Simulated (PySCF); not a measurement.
Geometry relaxation, with input and output: SiClF2

The run: geometry relaxation of SiClF2, multiplicity 2, SMILES F[Si](F)Cl. Method and program: PBE0-D3(BJ)/def2-SVP geometry optimisation, gas phase (PySCF 2.14.0).

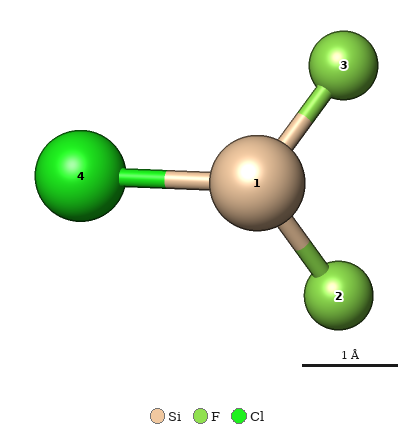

**Figure 1.** The structure as given in the input (ball-and-stick view, seen on its broad side; atoms are numbered from 1 in the order of the input). Bond lengths as drawn: Cl–Si 2.01 Å and F–Si 1.61 to 1.64 Å.

### Key numbers

| quantity | value |
| --- | --- |
| outcome | converged |
| total energy | −948.638774 hartree |
| ⟨S²⟩ | 0.752 |
| dipole moment | 1.25 D |
| point group | Cs |
| hardware | 1 CPU thread, shared host |
| wall time | 10 s |
| peak memory | 0.33 GiB |

### Input
```
{"job": {"xc": "PBE0", "basis": "def2-SVP", "d3": "d3bj", "grid": 2, "kind": "geom", "shake": 0.01}, "charge": 0, "multiplicity": 2}
Si    -0.053720    -0.025564     0.492077
F     -0.864018     1.225762    -0.182436
F     -0.911566    -1.208068    -0.194058
Cl     1.857065    -0.022275    -0.125737
```

The first line tells a small driver script what to run in PySCF; the rest is the geometry in Å.

Run as:
```bash
OMP_NUM_THREADS=1 python <driver script> task.json out
```

### Log
```
step   0  E = -948.63489840  max force = 0.032887
step   1  E = -948.63820790  max force = 0.012055
step   2  E = -948.63866462  max force = 0.005413
step   3  E = -948.63877120  max force = 0.000560
step   4  E = -948.63877429  max force = 0.000156
optimisation converged
```

### Trajectory as extended XYZ (Å, eV, eV/Å), 5 frames, from step=0 to step=4
```
4
Properties=species:S:1:pos:R:3:forces:R:3 step=0 energy=-25813.67041
Si   -0.0537   -0.0256    0.4921   -1.6911   0.6201  -0.5678
F    -0.8640    1.2258   -0.1824    0.6183  -0.0384   0.5572
F    -0.9116   -1.2081   -0.1941    0.3253  -0.5383   0.2341
Cl    1.8571   -0.0223   -0.1257    0.7476  -0.0435  -0.2235
4
Properties=species:S:1:pos:R:3:forces:R:3 step=1 energy=-25813.76047
Si   -0.1524   -0.0202    0.4759    0.6199  -0.3739   0.1599
F    -0.8165    1.3036   -0.1308   -0.2940   0.2118  -0.2142
F    -0.8345   -1.3335   -0.1646   -0.1539   0.1408  -0.0476
Cl    1.8294   -0.0403   -0.0989   -0.1720   0.0212   0.1019
4
Properties=species:S:1:pos:R:3:forces:R:3 step=2 energy=-25813.77290
Si   -0.1363   -0.0248    0.4809    0.2783  -0.0885   0.0096
F    -0.8274    1.2914   -0.1350   -0.0993   0.0292  -0.0536
F    -0.8491   -1.3165   -0.1684   -0.0796   0.0514  -0.0204
Cl    1.8388   -0.0405   -0.0960   -0.0995   0.0078   0.0643
4
Properties=species:S:1:pos:R:3:forces:R:3 step=3 energy=-25813.77580
Si   -0.1234   -0.0280    0.4798    0.0076   0.0288  -0.0051
F    -0.8335    1.2827   -0.1361    0.0176  -0.0183   0.0107
F    -0.8645   -1.3019   -0.1728   -0.0025  -0.0072  -0.0126
Cl    1.8475   -0.0431   -0.0895   -0.0227  -0.0033   0.0070
4
Properties=species:S:1:pos:R:3:forces:R:3 step=4 energy=-25813.77588
Si   -0.1241   -0.0282    0.4804    0.0030   0.0075  -0.0080
F    -0.8307    1.2837   -0.1357    0.0070  -0.0018   0.0074
F    -0.8657   -1.3004   -0.1756   -0.0021  -0.0021  -0.0063
Cl    1.8464   -0.0456   -0.0876   -0.0079  -0.0036   0.0069
```

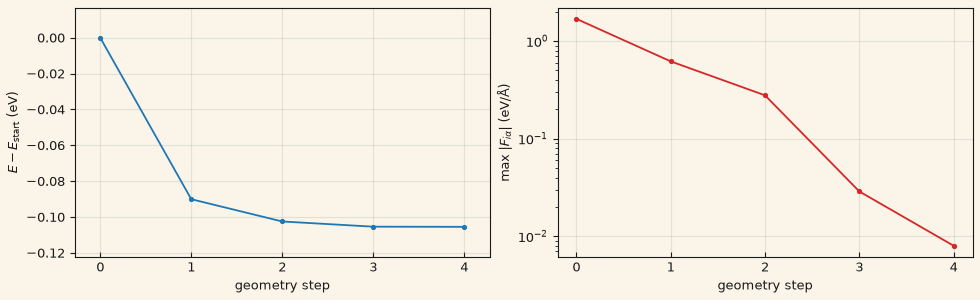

**Figure 2.** Progress of the relaxation, step by step (steps are counted from 0).

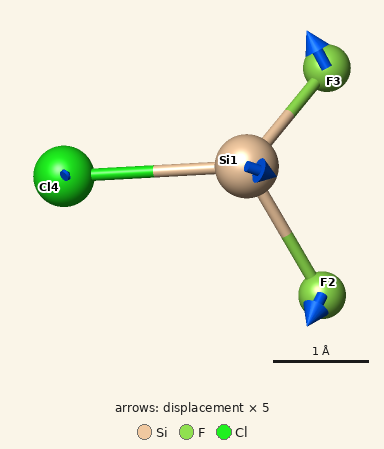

**Figure 3.** The starting structure with the displacements as blue arrows, magnified 5 times (ball-and-stick view, seen at a tilt). The two geometries are laid on each other by the best rigid fit. Over 4 geometry steps the energy falls by 0.105 eV. The largest force component goes from 1.7 to 0.008 eV/Å. The largest move after the best rigid fit is that of F3, 0.091 Å. Largest moves by element: F 0.091 Å, Si 0.074 Å, Cl 0.017 Å. Among the contacts that change: Si1–Cl4 2.008 → 2.051 Å, Si1–F2 1.636 → 1.612 Å. Among the angles that change: F2–Si1–F3 97.0° → 106.6°, F3–Si1–Cl4 112.1° → 108.8°. (Atoms are counted from 1 in the order of the input.)
